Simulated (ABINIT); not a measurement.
# Completion of the band sum in GW: KCl (Sylvite), part 2 of 2

Aim: few bands, with and without a completion of the sum over empty states, for KCl (Sylvite).

ABINIT 10.8.3; PBE and many-body steps on it, plane waves. Known limits of the many-body steps: not at the basis limit.

So far. Step 3 (Screening, 4×4×4 mesh, 384 bands, screening to 266.7 eV): Local fields lower ε∞ by 16 %. Step 4 (384 bands): The gap on the mesh goes from 5.19 eV to 8.19 eV, a correction of +3.00 eV.

## Step 6: 41 bands

This step: G0W0 on PBE, plane waves, norm-conserving pseudopotentials.

Contents of run.abi:

```
acell 3*1.0 Angstrom
rprim 
  -0.000000000000 3.146470000000 3.146470000000
  3.146470000000 0.000000000000 3.146470000000
  3.146470000000 3.146470000000 -0.000000000000
ntypat 2
znucl 19 17
natom 2
typat 1 2
xred 
  0.000000000000 0.000000000000 0.000000000000
  0.500000000000 0.500000000000 0.500000000000
pp_dirpath "pseudos"
pseudos "K.upf, Cl.upf"
ecut 33
ngkpt 4 4 4
nshiftk 1
shiftk 0 0 0
kptopt 1
chksymbreak 0
istwfk *1
occopt 1
irdwfk 1
optdriver 4
nband 41
gwcalctyp 0
ecutsigx 33
symsigma 1
nkptgw 1
kptgw 
  0.0000000000 0.0000000000 0.0000000000
bdgw 
  6 12
ecuteps 9.8
irdscr 1
ppmodel 1
indata_prefix "in"
outdata_prefix "out"
tmpdata_prefix "tmp"
```

On the command line:

```bash
$ OMP_NUM_THREADS=1 mpirun -n 4 abinit run.abi > log
```

The program printed:

```text
.Version 10.8.3 of ABINIT. v10.8.2 released Aug 2026.

 Symmetries : space group Fm -3 m (#225); Bravais cF (face-center cubic)
[... echo of the input left out ...]
== DATASET  1 ==================================================================
-   mpi_nproc: 4, omp_nthreads: 1 (-1 if OMP is not activated)

--- !DatasetInfo
iteration_state: {dtset: 1, }
dimensions: {natom: 2, nkpt: 8, mband: 41, nsppol: 1, nspinor: 1, nspden: 1, mpw: 3839, }
cutoff_energies: {ecut:  33.0, pawecutdg:  -1.0, }
electrons: {nelect:   1.60000000E+01, charge:   0.00000000E+00, occopt:   1.00000000E+00, tsmear:   1.00000000E-02, }

 SIGMA: Calculation of the GW corrections

 Based on a program developped by R.W. Godby, V. Olevano, G. Onida, and L. Reining.
 Incorporated in ABINIT by V. Olevano, G.-M. Rignanese, and M. Torrent.
.Using double precision arithmetic ; gwpc =  8

[... cell and pseudopotentials left out ...]
--------------------------------------------------------------------------------

 ==== K-mesh for the wavefunctions ====
 Number of points in the irreducible wedge :     8
[... list of points left out ...]
 Together with 48 symmetry operations and time-reversal symmetry
 yields    64 points in the full Brillouin Zone.

 ==== Q-mesh for screening function ====
 Number of points in the irreducible wedge :     8
[... list of points left out ...]
 Together with 48 symmetry operations and time-reversal symmetry
 yields    64 points in the full Brillouin Zone.

 vcoul_init : cutoff-mode = AUXILIARY_FUNCTION
 q-points for optical limit:   1
     1)      0.000010    0.000020    0.000030
 setmesh: FFT mesh size selected  =    45x   45x   45
          total number of points  =        91125

 Number of electrons calculated from density =   16.0000; Expected =   16.0000
[...]
number of q-points in BZ                           64
 number of frequencies for dSigma/dE                 9
 frequency step for dSigma/dE [eV]                0.25
 number of omega for Sigma on real axis              0
 max omega for Sigma on real axis  [eV]           0.00
 zcut for avoiding poles [eV]                     0.10

 EPSILON^-1 parameters (SCR file):
 dimension of the eps^-1 matrix on file            609
 dimension of the eps^-1 matrix used               609
 number of plane-waves for wavefunctions          3839
 number of bands                                    41
 number of q-points in IBZ                           8
 number of frequencies                               2
 number of real frequencies                          1
 number of imag frequencies                          1

 matrix elements of self-energy operator (all in [eV])

 Perturbative Calculation

--- !SelfEnergy_ee
iteration_state: {dtset: 1, }
kpoint     : [   0.000,    0.000,    0.000, ]
spin       : 1
KS_gap     :    5.190
QP_gap     :    7.875
Delta_QP_KS:    2.686
data: !SigmaeeData |
     Band     E0 <VxcDFT>   SigX SigC(E0)      Z dSigC/dE  Sig(E)    E-E0       E
        6  -0.231 -14.148 -18.664   2.400   0.813  -0.231 -15.868  -1.720  -1.952
        7  -0.231 -14.148 -18.664   2.400   0.813  -0.231 -15.868  -1.720  -1.952
        8  -0.231 -14.148 -18.664   2.400   0.813  -0.231 -15.868  -1.720  -1.952
        9   4.958  -6.955  -3.245  -2.608   0.876  -0.141  -5.990   0.965   5.923
       10   8.135  -8.956  -4.051  -2.467   0.874  -0.144  -6.825   2.131  10.266
       11   8.135  -8.956  -4.051  -2.467   0.874  -0.144  -6.825   2.131  10.266
       12   8.135  -8.956  -4.051  -2.467   0.874  -0.144  -6.825   2.131  10.266

== END DATASET(S) ==============================================================
================================================================================

 -outvars: echo values of variables after computation  --------
           etotal      0.0000000000E+00
            nband          41
             nkpt           8
          spgroup         225
 [... the other variables as echoed above ...]

 Calculation completed.
```

The job ended after 14 s (4 MPI ranks of Arm Neoverse V1, shared host; peak memory 1.4 GiB; 54 s of CPU time).

Numbers from this step:

```
G0W0 gap on the points computed              : 7.875 eV
starting gap on the mesh                     : 5.190 eV
k of the valence top                         : 0, 0, 0
k of the conduction bottom                   : 0, 0, 0
Z at the valence top                         : 0.813
Z at the conduction bottom                   : 0.876
least direct G0W0 gap on the computed points : 7.875 eV
```

Against G0W0 in ABINIT (4×4×4 mesh, 384 bands, screening to 266.7 eV, Godby-Needs plasmon pole), the gap moves by −0.315 eV.

## Step 7: Screening, 4×4×4 mesh, 41 bands, screening to 266.7 eV

This step: RPA screening on PBE, plane waves, norm-conserving pseudopotentials.

Edit run.abi of step 6 so:

```diff
@@ -23,15 +23,10 @@
 irdwfk 1
-optdriver 4
+optdriver 3
 nband 41
-gwcalctyp 0
-ecutsigx 33
-symsigma 1
-nkptgw 1
-kptgw 
-  0.0000000000 0.0000000000 0.0000000000
-bdgw 
-  6 12
 ecuteps 9.8
-irdscr 1
-ppmodel 1
+inclvkb 2
+awtr 1
+symchi 1
+gwcomp 1
+gwencomp 3
 indata_prefix "in"
```

The program printed:

```text
.Version 10.8.3 of ABINIT. v10.8.2 released Aug 2026.

 Symmetries : space group Fm -3 m (#225); Bravais cF (face-center cubic)
[... echo of the input left out ...]
== DATASET  1 ==================================================================
-   mpi_nproc: 4, omp_nthreads: 1 (-1 if OMP is not activated)

--- !DatasetInfo
iteration_state: {dtset: 1, }
dimensions: {natom: 2, nkpt: 8, mband: 41, nsppol: 1, nspinor: 1, nspden: 1, mpw: 3839, }
cutoff_energies: {ecut:  33.0, pawecutdg:  -1.0, }
[...]
--------------------------------------------------------------------------------
[... chi0 elements left out ...]
 For q-point:  0.000010 0.000020 0.000030
  dielectric constant =   2.1733
  dielectric constant without local fields =   2.5798

  Average fulfillment of the sum rule on Im[epsilon] for q-point    1 :    118.45  [%]
[... wings left out ...]
  q-point number  2        q = ( 0.250000, 0.000000, 0.000000) [r.l.u.]
--------------------------------------------------------------------------------
[... chi0 elements left out ...]
  Average fulfillment of the sum rule on Im[epsilon] for q-point    2 :    104.97  [%]

 [... 6 further q-points ...]
```

Wall time 93 s (4 MPI ranks); peak memory 1.1 GiB.

This step gave:

- ε∞ with local fields, on this mesh, along the program's q direction: 2.173
- the same without local fields: 2.580
- plasma frequency: 18.82 eV
- plane waves in the screening matrix: 609

## Step 8: 41 bands, completed

This step: G0W0 on PBE, plane waves, norm-conserving pseudopotentials.

Edit run.abi of step 7 so:

```diff
@@ -23,8 +23,15 @@
 irdwfk 1
-optdriver 3
+optdriver 4
 nband 41
+gwcalctyp 0
+ecutsigx 33
+symsigma 1
+nkptgw 1
+kptgw 
+  0.0000000000 0.0000000000 0.0000000000
+bdgw 
+  6 12
 ecuteps 9.8
-inclvkb 2
-awtr 1
-symchi 1
+irdscr 1
+ppmodel 1
 gwcomp 1
```

The program printed:

```text
.Version 10.8.3 of ABINIT. v10.8.2 released Aug 2026.

 Symmetries : space group Fm -3 m (#225); Bravais cF (face-center cubic)
[... echo of the input left out ...]
== DATASET  1 ==================================================================
-   mpi_nproc: 4, omp_nthreads: 1 (-1 if OMP is not activated)

--- !DatasetInfo
iteration_state: {dtset: 1, }
dimensions: {natom: 2, nkpt: 8, mband: 41, nsppol: 1, nspinor: 1, nspden: 1, mpw: 3839, }
cutoff_energies: {ecut:  33.0, pawecutdg:  -1.0, }
[...]
10   8.135  -8.956  -4.051  -2.946   0.873  -0.146  -7.246   1.710   9.845
       11   8.135  -8.956  -4.051  -2.946   0.873  -0.146  -7.246   1.710   9.845
       12   8.135  -8.956  -4.051  -2.946   0.873  -0.146  -7.246   1.710   9.845

== END DATASET(S) ==============================================================
================================================================================

 -outvars: echo values of variables after computation  --------
           etotal      0.0000000000E+00
            nband          41
             nkpt           8
          spgroup         225
 [... the other variables as echoed above ...]

 Calculation completed.
```

Wall time 15 s (4 MPI ranks); peak memory 1.4 GiB; 59 s of CPU time.

Numbers from this step:

| Quantity | Value |
| --- | --- |
| G0W0 gap on the points computed | 8.146 eV |
| starting gap on the mesh | 5.190 eV |
| k of the valence top | 0, 0, 0 |
| k of the conduction bottom | 0, 0, 0 |
| least direct G0W0 gap on the computed points | 8.146 eV |

Against G0W0 in ABINIT (4×4×4 mesh, 384 bands, screening to 266.7 eV, Godby-Needs plasmon pole), the gap moves by −0.044 eV.

## Step 9: Screening, 4×4×4 mesh, 141 bands, screening to 266.7 eV

This step: RPA screening on PBE, plane waves, norm-conserving pseudopotentials.

Edit run.abi of step 8 so:

```diff
@@ -23,17 +23,8 @@
 irdwfk 1
-optdriver 4
-nband 41
-gwcalctyp 0
-ecutsigx 33
-symsigma 1
-nkptgw 1
-kptgw 
-  0.0000000000 0.0000000000 0.0000000000
-bdgw 
-  6 12
+optdriver 3
+nband 141
 ecuteps 9.8
-irdscr 1
-ppmodel 1
-gwcomp 1
-gwencomp 3
+inclvkb 2
+awtr 1
+symchi 1
 indata_prefix "in"
```

The program printed:

```text
.Version 10.8.3 of ABINIT. v10.8.2 released Aug 2026.

 Symmetries : space group Fm -3 m (#225); Bravais cF (face-center cubic)
[... echo of the input left out ...]
== DATASET  1 ==================================================================
-   mpi_nproc: 4, omp_nthreads: 1 (-1 if OMP is not activated)

--- !DatasetInfo
iteration_state: {dtset: 1, }
dimensions: {natom: 2, nkpt: 8, mband: 141, nsppol: 1, nspinor: 1, nspden: 1, mpw: 3839, }
cutoff_energies: {ecut:  33.0, pawecutdg:  -1.0, }
[...]
--------------------------------------------------------------------------------
[... chi0 elements left out ...]
 For q-point:  0.000010 0.000020 0.000030
  dielectric constant =   2.1773
  dielectric constant without local fields =   2.5848

  Average fulfillment of the sum rule on Im[epsilon] for q-point    1 :     74.30  [%]
[... wings left out ...]
  q-point number  2        q = ( 0.250000, 0.000000, 0.000000) [r.l.u.]
--------------------------------------------------------------------------------
[... chi0 elements left out ...]
  Average fulfillment of the sum rule on Im[epsilon] for q-point    2 :     80.10  [%]

 [... 6 further q-points ...]
```

It took 90 s on 4 MPI ranks; peak memory 1.5 GiB; 6 min of CPU time.

Numbers from this step:

```yaml
eps_infinity_with_local_fields_on_this_mesh_along_the_program_s_q_direction: 2.177
the_same_without_local_fields: 2.585
plasma_frequency: 18.82 eV
plane_waves_in_the_screening_matrix: 609
```

## Step 10: 141 bands

This step: G0W0 on PBE, plane waves, norm-conserving pseudopotentials.

Edit run.abi of step 9 so:

```diff
@@ -23,8 +23,15 @@
 irdwfk 1
-optdriver 3
+optdriver 4
 nband 141
+gwcalctyp 0
+ecutsigx 33
+symsigma 1
+nkptgw 1
+kptgw 
+  0.0000000000 0.0000000000 0.0000000000
+bdgw 
+  6 12
 ecuteps 9.8
-inclvkb 2
-awtr 1
-symchi 1
+irdscr 1
+ppmodel 1
 indata_prefix "in"
```

The program printed:

```text
.Version 10.8.3 of ABINIT. v10.8.2 released Aug 2026.

 Symmetries : space group Fm -3 m (#225); Bravais cF (face-center cubic)
[... echo of the input left out ...]
== DATASET  1 ==================================================================
-   mpi_nproc: 4, omp_nthreads: 1 (-1 if OMP is not activated)

--- !DatasetInfo
iteration_state: {dtset: 1, }
dimensions: {natom: 2, nkpt: 8, mband: 141, nsppol: 1, nspinor: 1, nspden: 1, mpw: 3839, }
cutoff_energies: {ecut:  33.0, pawecutdg:  -1.0, }
[...]
10   8.135  -8.956  -4.051  -2.972   0.867  -0.153  -7.279   1.677   9.812
       11   8.135  -8.956  -4.051  -2.972   0.867  -0.153  -7.279   1.677   9.812
       12   8.135  -8.956  -4.051  -2.972   0.867  -0.153  -7.279   1.677   9.812

== END DATASET(S) ==============================================================
================================================================================

 -outvars: echo values of variables after computation  --------
           etotal      0.0000000000E+00
            nband         141
             nkpt           8
          spgroup         225
 [... the other variables as echoed above ...]

 Calculation completed.
```

The job ended after 38 s (4 MPI ranks; peak memory 2 GiB).

Numbers from this step:

* G0W0 gap on the points computed: 8.06 eV
* starting gap on the mesh: 5.190 eV
* k of the valence top: 0, 0, 0
* k of the conduction bottom: 0, 0, 0
* least direct G0W0 gap on the computed points: 8.06 eV

Against G0W0 in ABINIT (4×4×4 mesh, 384 bands, screening to 266.7 eV, Godby-Needs plasmon pole), the gap moves by −0.130 eV.

## Step 11: Screening, 4×4×4 mesh, 141 bands, screening to 266.7 eV

This step: RPA screening on PBE, plane waves, norm-conserving pseudopotentials.

Edit run.abi of step 10 so:

```diff
@@ -23,15 +23,10 @@
 irdwfk 1
-optdriver 4
+optdriver 3
 nband 141
-gwcalctyp 0
-ecutsigx 33
-symsigma 1
-nkptgw 1
-kptgw 
-  0.0000000000 0.0000000000 0.0000000000
-bdgw 
-  6 12
 ecuteps 9.8
-irdscr 1
-ppmodel 1
+inclvkb 2
+awtr 1
+symchi 1
+gwcomp 1
+gwencomp 1.5
 indata_prefix "in"
```

The program printed:

```text
.Version 10.8.3 of ABINIT. v10.8.2 released Aug 2026.

 Symmetries : space group Fm -3 m (#225); Bravais cF (face-center cubic)
[... echo of the input left out ...]
== DATASET  1 ==================================================================
-   mpi_nproc: 4, omp_nthreads: 1 (-1 if OMP is not activated)

--- !DatasetInfo
iteration_state: {dtset: 1, }
dimensions: {natom: 2, nkpt: 8, mband: 141, nsppol: 1, nspinor: 1, nspden: 1, mpw: 3839, }
cutoff_energies: {ecut:  33.0, pawecutdg:  -1.0, }
[...]
--------------------------------------------------------------------------------
[... chi0 elements left out ...]
 For q-point:  0.000010 0.000020 0.000030
  dielectric constant =   2.1782
  dielectric constant without local fields =   2.5848

  Average fulfillment of the sum rule on Im[epsilon] for q-point    1 :     90.59  [%]
[... wings left out ...]
  q-point number  2        q = ( 0.250000, 0.000000, 0.000000) [r.l.u.]
--------------------------------------------------------------------------------
[... chi0 elements left out ...]
  Average fulfillment of the sum rule on Im[epsilon] for q-point    2 :     90.37  [%]

 [... 6 further q-points ...]
```

Elapsed: 2.6 min, on 4 MPI ranks; peak memory 1.7 GiB.

Numbers from this step:

```yaml
eps_infinity_with_local_fields_on_this_mesh_along_the_program_s_q_direction: 2.178
the_same_without_local_fields: 2.585
plasma_frequency: 18.82 eV
plane_waves_in_the_screening_matrix: 609
```

## Step 12: 141 bands, completed

This step: G0W0 on PBE, plane waves, norm-conserving pseudopotentials.

Edit run.abi of step 11 so:

```diff
@@ -23,8 +23,15 @@
 irdwfk 1
-optdriver 3
+optdriver 4
 nband 141
+gwcalctyp 0
+ecutsigx 33
+symsigma 1
+nkptgw 1
+kptgw 
+  0.0000000000 0.0000000000 0.0000000000
+bdgw 
+  6 12
 ecuteps 9.8
-inclvkb 2
-awtr 1
-symchi 1
+irdscr 1
+ppmodel 1
 gwcomp 1
```

The program printed:

```text
.Version 10.8.3 of ABINIT. v10.8.2 released Aug 2026.

 Symmetries : space group Fm -3 m (#225); Bravais cF (face-center cubic)
[... echo of the input left out ...]
== DATASET  1 ==================================================================
-   mpi_nproc: 4, omp_nthreads: 1 (-1 if OMP is not activated)

--- !DatasetInfo
iteration_state: {dtset: 1, }
dimensions: {natom: 2, nkpt: 8, mband: 141, nsppol: 1, nspinor: 1, nspden: 1, mpw: 3839, }
cutoff_energies: {ecut:  33.0, pawecutdg:  -1.0, }
[...]
10   8.135  -8.956  -4.051  -3.202   0.868  -0.153  -7.478   1.478   9.613
       11   8.135  -8.956  -4.051  -3.202   0.868  -0.153  -7.478   1.478   9.613
       12   8.135  -8.956  -4.051  -3.202   0.868  -0.153  -7.478   1.478   9.613

== END DATASET(S) ==============================================================
================================================================================

 -outvars: echo values of variables after computation  --------
           etotal      0.0000000000E+00
            nband         141
             nkpt           8
          spgroup         225
 [... the other variables as echoed above ...]

 Calculation completed.
```

The job ended after 41 s (4 MPI ranks; peak memory 2 GiB; 2.7 min of CPU time).

Numbers from this step:

* G0W0 gap on the points computed: 8.233 eV
* starting gap on the mesh: 5.190 eV
* k of the valence top: 0, 0, 0
* k of the conduction bottom: 0, 0, 0
* least direct G0W0 gap on the computed points: 8.233 eV

Against G0W0 in ABINIT (4×4×4 mesh, 384 bands, screening to 266.7 eV, Godby-Needs plasmon pole), the gap moves by +0.043 eV.

## Step 13: Side by side

Times are wall times on 4 MPI ranks of Arm Neoverse V1, shared host, good to a factor of about two. A run's time includes the screening step that it read.

```tsv
run	mesh	bands	screening cutoff (eV)	DFT gap (eV)	gap on the mesh (eV)	direct (eV)	ε∞ used	time
384 bands	4×4×4	384	266.7	5.190	8.190	8.190	2.18	5.6 min
41 bands	4×4×4	41	266.7	5.190	7.875	7.875	2.17	40 s
41 bands, completed	4×4×4	41	266.7	5.190	8.146	8.146	2.17	1.8 min
141 bands	4×4×4	141	266.7	5.190	8.060	8.060	2.18	2.1 min
141 bands, completed	4×4×4	141	266.7	5.190	8.233	8.233	2.18	3.3 min
```

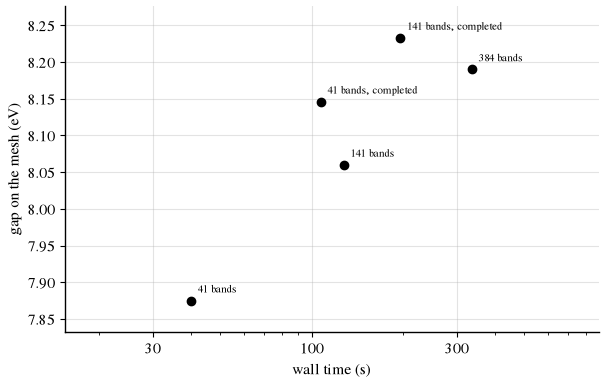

Result against wall time.

## Step 14: Outcome

| Item | Value |
| --- | --- |
| 384 bands | 8.190 eV |
| 41 bands | 7.875 eV |
| 41 bands, completed | 8.146 eV |
| 141 bands | 8.060 eV |
| 141 bands, completed | 8.233 eV |

What this shows: 41 bands: −0.315 eV against 384 bands. 41 bands, completed: −0.044 eV against 384 bands. 141 bands: −0.130 eV against 384 bands. 141 bands, completed: +0.043 eV against 384 bands. The row with most bands is itself short of the limit, so it is no exact reference, and agreement of a truncated run with it can be a cancellation between the edges. In the G0W0 runs levels were corrected at 1 k point alone, so a gap called «on the mesh» is the least over those, and an edge elsewhere would be missed.

[Paths, hosts, dates, memory and timing lines, banners, echoed tables and standing remarks are left out of the program output.]

[Logs are printed without paths, hosts, clocks, repeated set-up lines and the standing remarks that a program may print on its own settings, such as how far it seeks lower states.]

[Runs of the session that timed out or met a known fault of the program may be left out.]

[Hosts, paths, dates, database ids (printed as entryN), source tags and the programs' standing remarks are cut or masked in the printed files.]

[G0W0 gaps are taken among the corrected bands and points alone; a level outside them can change the order at an edge.]

[Where Ansatz stands beside ABINIT at settings called matched, ABINIT's density can come from a denser mesh and the files from another edition; pairs whose starting gaps differed by over 0.03 eV were left out, so agreement reads better than it is.]
